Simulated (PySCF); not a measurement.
# FeS2: relaxation and vibrations of the triplet

Where does triplet FeS2 go from a PBE minimum start, is the end point a minimum, and what are its modes, charges and moments?

The runs use PySCF 2.14.0; PBE, basis Fe def2-SVP, S def2-SVP, no relativity, density fitting.

**1. Starting geometry**

3 atoms, charge 0, spin multiplicity 3.

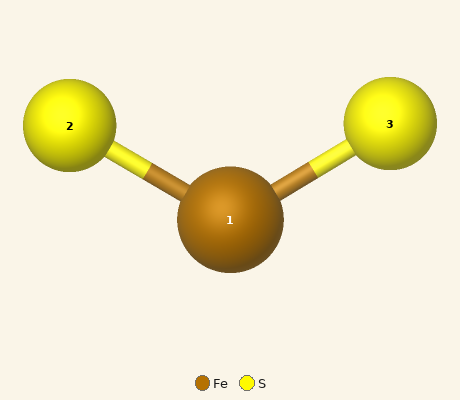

The starting geometry (iron orange, sulfur yellow); atoms are numbered from 1 in the order of the file.

```xyz
3
charge 0 multiplicity 3
Fe    0.0000    0.0000   -0.5370
S     1.6941    0.0000    0.4697
S    -1.6941    0.0000    0.4697
```

**2. Finding the electronic state**

One driver script runs all steps and calls PySCF; scf.py shows how it sets up the SCF of each step. The optimiser is the driver's own. After this first run the driver tries any further starts and a stability analysis.

The input, scf.py:

```python
from pyscf import gto, scf, dft
mol = gto.M(atom='''
Fe     0.000000    -0.000000    -0.537006
S      1.694063    -0.000000     0.469744
S     -1.694063     0.000000     0.469744''',
    basis={'Fe': 'def2-SVP', 'S': 'def2-SVP'},
    charge=0, spin=2)
mf = dft.UKS(mol, xc='PBE')
mf.grids.atom_grid = (50, 194)
aux = {'Fe': 'def2-universal-JKFIT', 'S': 'def2-universal-JKFIT'}
mf = mf.density_fit(auxbasis=aux)
mf.conv_tol = 1e-08
mf.diis_space = 10
mf.max_cycle = 60
mf.init_guess = 'minao'
mf.verbose = 4
mf.kernel()
```

Run with:

```
$ OMP_NUM_THREADS=2 python axn.py task.json out
```

Log (excerpt; [...] marks lines left out):

```text
[... the frontier levels of the middle cycles are left out ...]
init E= -2058.40604205953
[... the frontier-level lines of each cycle are left out ...]
cycle= 1 E= -2047.0807802334  delta_E= 11.3  |g|= 2.86  |ddm|= 6.93
cycle= 2 E= -2031.72735791635  delta_E= 15.4  |g|= 4.32  |ddm|= 9.25
cycle= 3 E= -2050.78938894037  delta_E= -19.1  |g|= 3.77  |ddm|= 7.03
cycle= 4 E= -2050.74327420528  delta_E= 0.0461  |g|= 3.84  |ddm|= 1.72
cycle= 5 E= -2050.904425315  delta_E= -0.161  |g|= 3.79  |ddm|= 1.16
cycle= 6 E= -2050.83908386542  delta_E= 0.0653  |g|=  3.8  |ddm|= 0.0738
cycle= 7 E= -2049.89372956177  delta_E= 0.945  |g|= 3.95  |ddm|= 1.34
cycle= 8 E= -2049.88643571306  delta_E= 0.00729  |g|= 3.95  |ddm|= 0.0409
cycle= 9 E= -2049.9221650708  delta_E= -0.0357  |g|=  3.9  |ddm|= 1.15
cycle= 10 E= -2049.79993949515  delta_E= 0.122  |g|= 3.91  |ddm|= 0.071
cycle= 11 E= -2049.81140930411  delta_E= -0.0115  |g|= 3.91  |ddm|= 0.0661
cycle= 12 E= -2026.99242405372  delta_E= 22.8  |g|=  9.2  |ddm|= 16.3
cycle= 13 E= -2047.15802722268  delta_E= -20.2  |g|= 2.79  |ddm|= 14.9
cycle= 14 E= -2047.28413405778  delta_E= -0.126  |g|= 4.05  |ddm|=  7.3
[... 23 cycles left out ...]
cycle= 38 E= -2058.44301038797  delta_E= 0.447  |g|= 0.998  |ddm|= 1.85
cycle= 39 E= -2058.95360316387  delta_E= -0.511  |g|= 0.528  |ddm|= 1.52
cycle= 40 E= -2059.06653867866  delta_E= -0.113  |g|= 0.352  |ddm|= 0.701
cycle= 41 E= -2059.10305570518  delta_E= -0.0365  |g|= 0.209  |ddm|= 0.326
cycle= 42 E= -2059.11078933461  delta_E= -0.00773  |g|= 0.126  |ddm|= 0.166
cycle= 43 E= -2059.1181758652  delta_E= -0.00739  |g|= 0.0882  |ddm|= 0.102
cycle= 44 E= -2059.12194502349  delta_E= -0.00377  |g|= 0.0398  |ddm|= 0.0751
cycle= 45 E= -2059.12319222333  delta_E= -0.00125  |g|= 0.00649  |ddm|= 0.0532
cycle= 46 E= -2059.12323362542  delta_E= -4.14e-05  |g|= 0.00212  |ddm|= 0.0158
cycle= 47 E= -2059.1232437432  delta_E= -1.01e-05  |g|= 0.000698  |ddm|= 0.00997
cycle= 48 E= -2059.12324514568  delta_E= -1.4e-06  |g|= 0.000449  |ddm|= 0.00477
cycle= 49 E= -2059.12324534549  delta_E= -2e-07  |g|= 0.00027  |ddm|= 0.00153
cycle= 50 E= -2059.12324541063  delta_E= -6.51e-08  |g|= 4.27e-05  |ddm|= 0.000562
cycle= 51 E= -2059.12324541364  delta_E= -3.01e-09  |g|= 3.13e-05  |ddm|= 0.00024
Extra cycle  E= -2059.12324537558  delta_E= 3.81e-08  |g|= 0.000222  |ddm|= 0.000319
converged SCF energy = -2059.12324537558  <S^2> = 2.1422638  2S+1 = 3.093389
```

This step, with its further starts and checks, took 21 s on 2 threads of Intel Xeon 6975P-C (Granite Rapids), shared host.

The starts that the driver tried:

| start | energy (Eh) |
| --- | --- |
| the minimal-basis guess | -2059.123245 |
| a thermally smeared density | -2059.123245 |
| a smeared PBE density | -2059.123245 |

The test of internal stability and the other starts found no lower solution of this spin.

**3. Relaxation: PBE minimum start, triplet**

The program finds C2v symmetry in the start, which this walk keeps.

Changes to scf.py since step 2:

```diff
@@ -3,2 +3,2 @@
-Fe     0.000000    -0.000000    -0.537006
-S      1.694063    -0.000000     0.469744
+Fe     0.000000     0.000000    -0.537006
+S      1.694063     0.000000     0.469744
@@ -15 +14,0 @@
-mf.init_guess = 'minao'
```

The optimiser's trace:

| step | energy (Eh) | change (kJ/mol) | largest symmetric gradient (Eh/bohr) |
| --- | --- | --- | --- |
| 0 | -2059.123245 | 0.00 | 0.00002 |

The walk took 0.9 s.

After 0 steps and 0.0 kJ/mol it ends at C2v: Fe–S 1.971 Å (×2); S–Fe–S 118.6°.

**4. Vibrations and properties at this point**

The point is checked on the finer grid, and tightened if its gradient asks for it. The Hessian and the dipole derivatives come from central differences of analytic gradients, with steps of 0.02 bohr.

Changes to scf.py since step 3:

```diff
@@ -9 +9 @@
-mf.grids.atom_grid = (50, 194)
+mf.grids.atom_grid = (75, 302)
@@ -12 +12 @@
-mf.conv_tol = 1e-08
+mf.conv_tol = 1e-10
```

The driver hands on the density of the step before, so the log starts near convergence.

SCF at the final geometry:

```text
init E= -2059.12319087253
[... the frontier-level lines of each cycle are left out ...]
cycle= 1 E= -2059.12319077022  delta_E= 1.02e-07  |g|= 0.000542  |ddm|= 0.00031
cycle= 2 E= -2059.12317456994  delta_E= 1.62e-05  |g|= 0.00682  |ddm|= 0.00389
cycle= 3 E= -2059.12319086874  delta_E= -1.63e-05  |g|= 7.39e-05  |ddm|= 0.00359
cycle= 4 E= -2059.1231908732  delta_E= -4.46e-09  |g|= 2.47e-06  |ddm|= 9.62e-05
cycle= 5 E= -2059.1231908732  delta_E= -5.46e-12  |g|= 5.91e-07  |ddm|= 5.68e-06
Extra cycle  E= -2059.1231908732  delta_E= -2.73e-12  |g|= 1.17e-06  |ddm|= 8.09e-06
converged SCF energy = -2059.1231908732  <S^2> = 2.1423349  2S+1 = 3.0934349
```

The whole step took 19 s.

Geometry: C2v; Fe–S 1.971 Å (×2); S–Fe–S 118.6°.

Modes, for the most abundant isotopes:

| symmetry | ω (cm⁻¹) | IR (km/mol) | μ (u) | type |
| --- | --- | --- | --- | --- |
| a1 | 129 | 1.4 | 36.23 | bend |
| a1 | 501 | 14.1 | 35.96 | stretch |
| b2 | 594 | 39.0 | 39.78 | stretch |

No imaginary mode, so this is a minimum.

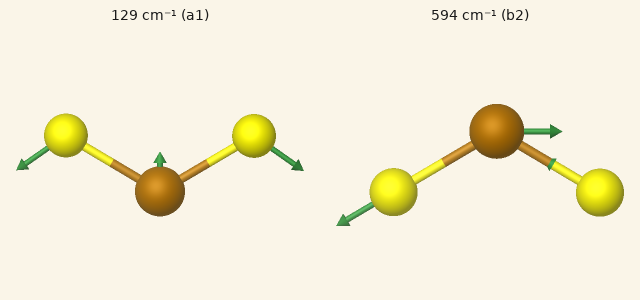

Displacements of 2 of the modes, as arrows (one member where a mode is degenerate).

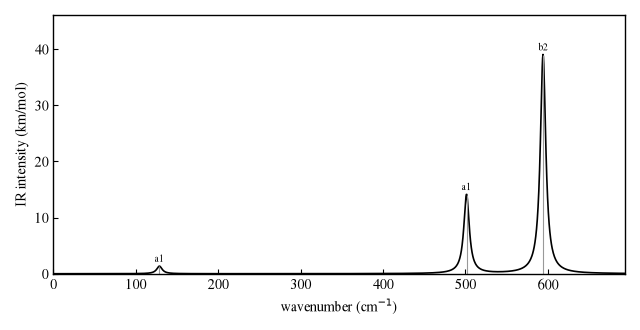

The harmonic infrared spectrum (widths in cm⁻¹). Lines are broadened to a width of 8 cm⁻¹ (Lorentzian).

Constants and moments:

```
Dipole moment                                                   : 2.22 D
Highest occupied level                                          : -5.20 eV
Lowest empty level                                              : -5.11 eV
Rotational constants                                            : 0.5575, 0.09186, 0.07887 cm⁻¹
Zero-point energy                                               : 7.3 kJ/mol
Principal polarisabilities                                      : 33.0, 45.3, 98.1 bohr³
Atomisation energy without zero-point energy                    : 788 kJ/mol
Principal traceless quadrupole moments about the centre of mass : -3.11, 0.37, 2.74 D Å
Entropy at 298.15 K and 1 bar (electronic part: spin only)      : 295.7 J/(mol K)
Heat capacity Cp at 298.15 K                                    : 50.9 J/(mol K)
Enthalpy at 298.15 K above 0 K                                  : 12.72 kJ/mol
Rotational symmetry number                                      : 2
Spin squared ⟨S²⟩                                               : 2.142
```

Charges (e) and bond orders:

```
atom  Mulliken  Löwdin  polar tensor  spin (Mulliken)  Mayer order to Fe1
 Fe1      0.25   -0.08          0.72             2.23                   –
S2,3     -0.13    0.04         -0.36            -0.11                2.10
```

Mulliken populations on Fe1: s 6.72, p 12.55, d 6.48, f 0.00.

**5. What came out**

| quantity | value |
| --- | --- |
| minimum | triplet, C2v |
| geometry | Fe–S 1.971 Å (×2); S–Fe–S 118.6° |
| wavenumbers (cm⁻¹) | 129 (a1), 501 (a1), 594 (b2) |
| dipole moment | 2.22 D |
| highest occupied, lowest empty level (either spin) | -5.20, -5.11 eV |
| polar-tensor charge of Fe1 | +0.72 e |
| zero-point energy | 7.3 kJ/mol |
| entropy at 298.15 K | 295.7 J/(mol K) |
| atomisation energy (no zero-point energy) | 788 kJ/mol |
| ⟨S²⟩ | 2.142 |

What this shows: The PBE minimum start keeps its C2v symmetry and ends in a minimum. The strongest infrared band lies at 594 cm⁻¹ (b2, stretch). Most of the spin sits on Fe1 (Mulliken spin 2.23, against 2 for the whole molecule). Other starts or spin states, not run here, may lie lower. One determinant may miss the lowest occupation of an open d or f shell.

The search up to here took 41 s.
